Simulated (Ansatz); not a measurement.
# Run report: Na3 (charge −1), molecular dynamics

System: Na3, charge −1.
Method: RKS BLYP/6-31G* (Ansatz 0.2.0).

The geometry comes from this level: PBE0/def2-TZVPD. Figures and captions count atoms from 1; the log counts them from 0 in places.

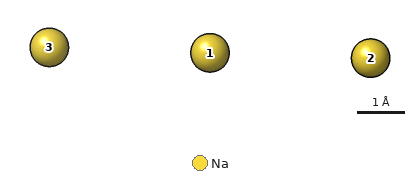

*The input geometry (ball-and-stick view, seen at a tilt; atoms are numbered from 1 in the order of the input).*

The input
```yaml
crystal:
  periodic: [false, false, false]
  atoms:
    - {symbol: Na, position_ang: [-0.000035, -0.001013, -0.001049]}
    - {symbol: Na, position_ang: [-2.158187, -1.972526, 1.802174]}
    - {symbol: Na, position_ang: [2.158212, 1.973539, -1.801125]}
basis:
  gaussian: {orbitals: "6-31G*"}
total_charge: -1
hamiltonian: {xc: {name: BLYP}}
md: {timestep: 2 fs, n_steps: 15, ensemble: nvt_langevin, temperature: 300, initial_velocities: maxwell_boltzmann, friction: 0.01, seed: 47}
scf: {omitted_lower_state_checks: [starts]}
```

Launch command:
```bash
ansatz run in.yaml --threads 4 --pin off --events-out ev --progress --plain --max-ram 3916MiB
```

The program's output
```
Functional definition: BLYP
  name "BLYP"
  cite "Becke, Phys. Rev. A 38, 3098 (1988) doi:10.1103/PhysRevA.38.3098"
  cite "Lee, Yang & Parr, Phys. Rev. B 37, 785 (1988) doi:10.1103/PhysRevB.37.785"
  parameter beta = 0.0042
  parameter a = 0.04918
  parameter b = 0.132
  parameter c = 0.2533
  parameter d = 0.349
  exchange = b88_x(beta = beta)
  correlation = lyp_c(a = a, b = b, c = c, d = d)
these checks for a lower state are left out or cut short: starts
600 factors; their error is unknown
mean field evaluation 1: about -13248.4288 eV, gradient 2.8e0 eV
mean field evaluation 2: about -13248.1965 eV, gradient 4.4e0 eV
mean field evaluation 4: about -13248.5290 eV, gradient 7.7e-2 eV
mean field evaluation 8: about -13248.4326 eV, gradient 6.3e-3 eV
mean field -13248.43265101 eV, -486.8709198144 hartree, gradient 2.9e-6 eV, S^2 0.000000; 0 other end points of the search recorded, 0 dependent functions left out
the calculation of the forces begins
reference -13248.43290771 eV, -486.8709292479 hartree; 17, 17 occupied and 40, 40 virtual orbitals, 600 factors
md step     0: t =     0.00 fs  T =   200.0 K  F+E_penalty+E_count = -13248.43265101 eV  E_kin = 0.077556 eV  (26 SCF iters)
these checks for a lower state are left out or cut short: starts, cluster_reference, orbital_swaps, neighbouring_geometries, increment
600 factors; their error is unknown
mean field evaluation 16: about -13248.5291 eV, gradient 6.4e-2 eV
mean field -13248.43271464 eV, -486.8709221529 hartree, gradient 1.5e-5 eV, S^2 0.000000; 0 other end points of the search recorded, 0 dependent functions left out
[... from here on the field's lines of each further geometry are left out, up to the last ...]
md step     1: t =     2.00 fs  T =   267.1 K  F+E_penalty+E_count = -13248.43271464 eV  E_kin = 0.103577 eV  (21 SCF iters)
md step     2: t =     4.00 fs  T =   312.4 K  F+E_penalty+E_count = -13248.43274240 eV  E_kin = 0.121136 eV  (22 SCF iters)
md step     3: t =     6.00 fs  T =   333.7 K  F+E_penalty+E_count = -13248.43274842 eV  E_kin = 0.129401 eV  (22 SCF iters)
md step     4: t =     8.00 fs  T =   296.3 K  F+E_penalty+E_count = -13248.43273548 eV  E_kin = 0.114897 eV  (21 SCF iters)
md step     5: t =    10.00 fs  T =   292.7 K  F+E_penalty+E_count = -13248.43268940 eV  E_kin = 0.113486 eV  (21 SCF iters)
md step     6: t =    12.00 fs  T =   340.0 K  F+E_penalty+E_count = -13248.43260366 eV  E_kin = 0.131854 eV  (22 SCF iters)
md step     7: t =    14.00 fs  T =   272.2 K  F+E_penalty+E_count = -13248.43249015 eV  E_kin = 0.105570 eV  (22 SCF iters)
md step     8: t =    16.00 fs  T =   248.6 K  F+E_penalty+E_count = -13248.43232896 eV  E_kin = 0.096399 eV  (21 SCF iters)
md step     9: t =    18.00 fs  T =   257.3 K  F+E_penalty+E_count = -13248.43211749 eV  E_kin = 0.099793 eV  (22 SCF iters)
md step    10: t =    20.00 fs  T =   246.7 K  F+E_penalty+E_count = -13248.43185995 eV  E_kin = 0.095655 eV  (21 SCF iters)
md step    11: t =    22.00 fs  T =   230.7 K  F+E_penalty+E_count = -13248.43156611 eV  E_kin = 0.089454 eV  (22 SCF iters)
md step    12: t =    24.00 fs  T =   291.7 K  F+E_penalty+E_count = -13248.43124563 eV  E_kin = 0.113104 eV  (21 SCF iters)
md step    13: t =    26.00 fs  T =   237.6 K  F+E_penalty+E_count = -13248.43086725 eV  E_kin = 0.092144 eV  (22 SCF iters)
md step    14: t =    28.00 fs  T =   301.5 K  F+E_penalty+E_count = -13248.43045521 eV  E_kin = 0.116897 eV  (21 SCF iters)
the calculation of the forces begins
reference -13248.43029379 eV, -486.8708331882 hartree; 17, 17 occupied and 40, 40 virtual orbitals, 600 factors
these checks for a lower state are left out or cut short: starts
600 factors; their error is unknown
mean field -13248.43003767 eV, -486.8708237760 hartree, gradient 3.7e-5 eV, S^2 0.000000; 0 other end points of the search recorded, 0 dependent functions left out
the calculation of the forces begins
reference -13248.43029379 eV, -486.8708331882 hartree; 17, 17 occupied and 40, 40 virtual orbitals, 600 factors
md step    15: t =    30.00 fs  T =   383.3 K  F+E_penalty+E_count = -13248.43003767 eV  E_kin = 0.148646 eV  (14 SCF iters)
```

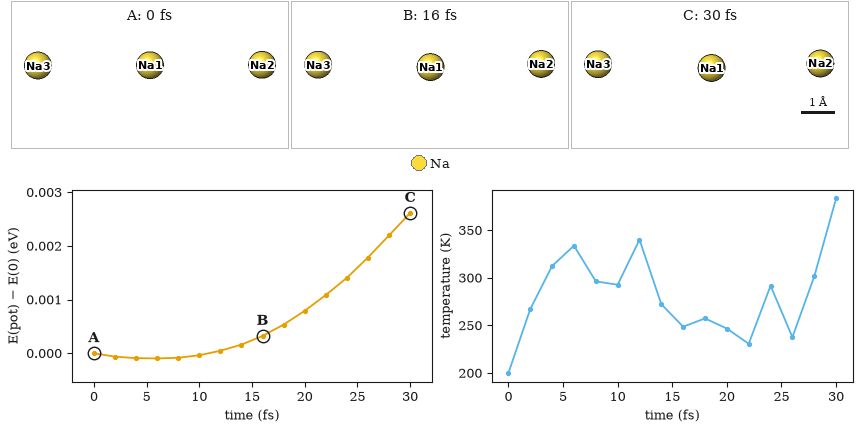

*Frames of the molecular dynamics (ball-and-stick, seen on its broad side) above the curves, on which the letters mark them.*

The trajectory kept here has 16 frames over 30 fs. The temperature starts at 200 K, ranges from 200 to 383 K and averages 275 K over the second half. The potential energy ends 0.003 eV above its first value. After an unweighted best fit of the last frame on the first, the root-mean-square displacement is 0.07 Å.

```
Total energy: -13248.43029379 eV, -486.8708331882 hartree
Atom 0 at     0.047999    -0.102685     0.033889 Å, force     0.029536     0.044427    -0.032164 eV/Å
Atom 1 at    -2.153136    -2.042285     1.623331 Å, force    -0.017946    -0.023890     0.017715 eV/Å
Atom 2 at     2.145981     2.081079    -1.678391 Å, force    -0.011590    -0.020537     0.014449 eV/Å
Dipole moment:    -0.038309    -0.058888     0.042463 e Å
Checks for a lower state left out: starts
```

Trajectory as extended XYZ (Å, eV, eV/Å), 16 frames, from step=0 to step=15
```
3
Properties=species:S:1:pos:R:3:forces:R:3 step=0 time_fs=0.0 energy=-13248.43265 temperature=200.0
Na    0.0000   -0.0010   -0.0010    0.0000   0.0002   0.0001
Na   -2.1582   -1.9725    1.8022    0.0085   0.0077  -0.0071
Na    2.1582    1.9735   -1.8011   -0.0085  -0.0078   0.0070
3
Properties=species:S:1:pos:R:3:forces:R:3 step=1 time_fs=2.0 energy=-13248.43272 temperature=267.1
Na    0.0044   -0.0061   -0.0008   -0.0004   0.0012  -0.0002
Na   -2.1588   -1.9757    1.7921    0.0078   0.0064  -0.0062
Na    2.1538    1.9813   -1.7932   -0.0074  -0.0075   0.0064
3
Properties=species:S:1:pos:R:3:forces:R:3 step=2 time_fs=4.0 energy=-13248.43274 temperature=312.4
Na    0.0103   -0.0119    0.0002   -0.0012   0.0021  -0.0006
Na   -2.1600   -1.9807    1.7812    0.0075   0.0053  -0.0054
Na    2.1492    1.9899   -1.7852   -0.0063  -0.0074   0.0060
3
Properties=species:S:1:pos:R:3:forces:R:3 step=3 time_fs=6.0 energy=-13248.43275 temperature=333.7
Na    0.0160   -0.0191    0.0023   -0.0013   0.0037  -0.0015
Na   -2.1609   -1.9858    1.7701    0.0068   0.0039  -0.0044
Na    2.1448    1.9989   -1.7763   -0.0056  -0.0076   0.0059
3
Properties=species:S:1:pos:R:3:forces:R:3 step=4 time_fs=8.0 energy=-13248.43274 temperature=296.3
Na    0.0197   -0.0274    0.0042   -0.0003   0.0060  -0.0030
Na   -2.1611   -1.9912    1.7596    0.0056   0.0021  -0.0030
Na    2.1410    2.0072   -1.7665   -0.0053  -0.0081   0.0059
3
Properties=species:S:1:pos:R:3:forces:R:3 step=5 time_fs=10.0 energy=-13248.43269 temperature=292.7
Na    0.0233   -0.0365    0.0061    0.0012   0.0088  -0.0047
Na   -2.1606   -1.9968    1.7495    0.0041   0.0000  -0.0015
Na    2.1382    2.0146   -1.7573   -0.0053  -0.0089   0.0062
3
Properties=species:S:1:pos:R:3:forces:R:3 step=6 time_fs=12.0 energy=-13248.43260 temperature=340.0
Na    0.0279   -0.0457    0.0086    0.0028   0.0118  -0.0068
Na   -2.1599   -2.0023    1.7382    0.0025  -0.0021   0.0002
Na    2.1364    2.0220   -1.7482   -0.0053  -0.0097   0.0067
3
Properties=species:S:1:pos:R:3:forces:R:3 step=7 time_fs=14.0 energy=-13248.43249 temperature=272.2
Na    0.0315   -0.0536    0.0108    0.0049   0.0150  -0.0091
Na   -2.1592   -2.0072    1.7262    0.0007  -0.0043   0.0019
Na    2.1363    2.0294   -1.7387   -0.0056  -0.0107   0.0072
3
Properties=species:S:1:pos:R:3:forces:R:3 step=8 time_fs=16.0 energy=-13248.43233 temperature=248.6
Na    0.0339   -0.0605    0.0134    0.0076   0.0186  -0.0117
Na   -2.1594   -2.0102    1.7147   -0.0014  -0.0066   0.0037
Na    2.1372    2.0366   -1.7297   -0.0063  -0.0119   0.0080
3
Properties=species:S:1:pos:R:3:forces:R:3 step=9 time_fs=18.0 energy=-13248.43212 temperature=257.3
Na    0.0362   -0.0675    0.0172    0.0104   0.0222  -0.0145
Na   -2.1599   -2.0137    1.7035   -0.0034  -0.0090   0.0056
Na    2.1380    2.0432   -1.7210   -0.0070  -0.0132   0.0089
3
Properties=species:S:1:pos:R:3:forces:R:3 step=10 time_fs=20.0 energy=-13248.43186 temperature=246.7
Na    0.0377   -0.0744    0.0207    0.0135   0.0260  -0.0175
Na   -2.1602   -2.0184    1.6915   -0.0056  -0.0113   0.0075
Na    2.1383    2.0497   -1.7137   -0.0079  -0.0147   0.0100
3
Properties=species:S:1:pos:R:3:forces:R:3 step=11 time_fs=22.0 energy=-13248.43157 temperature=230.7
Na    0.0403   -0.0807    0.0238    0.0164   0.0296  -0.0205
Na   -2.1599   -2.0227    1.6790   -0.0076  -0.0136   0.0094
Na    2.1389    2.0563   -1.7078   -0.0087  -0.0161   0.0111
3
Properties=species:S:1:pos:R:3:forces:R:3 step=12 time_fs=24.0 energy=-13248.43125 temperature=291.7
Na    0.0424   -0.0861    0.0262    0.0194   0.0332  -0.0235
Na   -2.1591   -2.0274    1.6648   -0.0099  -0.0159   0.0114
Na    2.1402    2.0623   -1.7025   -0.0095  -0.0173   0.0121
3
Properties=species:S:1:pos:R:3:forces:R:3 step=13 time_fs=26.0 energy=-13248.43087 temperature=237.6
Na    0.0433   -0.0916    0.0273    0.0231   0.0371  -0.0266
Na   -2.1577   -2.0319    1.6502   -0.0126  -0.0185   0.0135
Na    2.1424    2.0682   -1.6967   -0.0105  -0.0186   0.0131
3
Properties=species:S:1:pos:R:3:forces:R:3 step=14 time_fs=28.0 energy=-13248.43045 temperature=301.5
Na    0.0454   -0.0971    0.0298    0.0264   0.0409  -0.0295
Na   -2.1559   -2.0365    1.6370   -0.0151  -0.0211   0.0155
Na    2.1449    2.0749   -1.6892   -0.0113  -0.0199   0.0140
3
Properties=species:S:1:pos:R:3:forces:R:3 step=15 time_fs=30.0 energy=-13248.43004 temperature=383.3
Na    0.0480   -0.1027    0.0339    0.0295   0.0444  -0.0322
Na   -2.1531   -2.0423    1.6233   -0.0179  -0.0239   0.0177
Na    2.1460    2.0811   -1.6784   -0.0116  -0.0205   0.0144
```

Results in brief

| quantity | value |
| --- | --- |
| outcome | finished |
| mean temperature over the second half | 275 K |
| trajectory | 15 steps, 30 fs |
| ensemble | nvt_langevin |
| temperature in the input | 300 K |
| time step | 2 fs |
| potential energy (last step) | −13248.4303 eV |
| SCF solution under orbital rotations (last step) | stable |
| largest force (length of the vector) (last step) | 0.062 eV/Å |
| hardware | 4 threads of Arm Neoverse V1, 95 GiB of memory available, shared host |
| wall time | 8.5 s (CPU time 31 s) |
| peak memory | 0.29 GiB |

Notes

So short a trajectory is not equilibrated. The logged temperature at the start can lie below the typed one, since it is counted over all degrees of freedom.
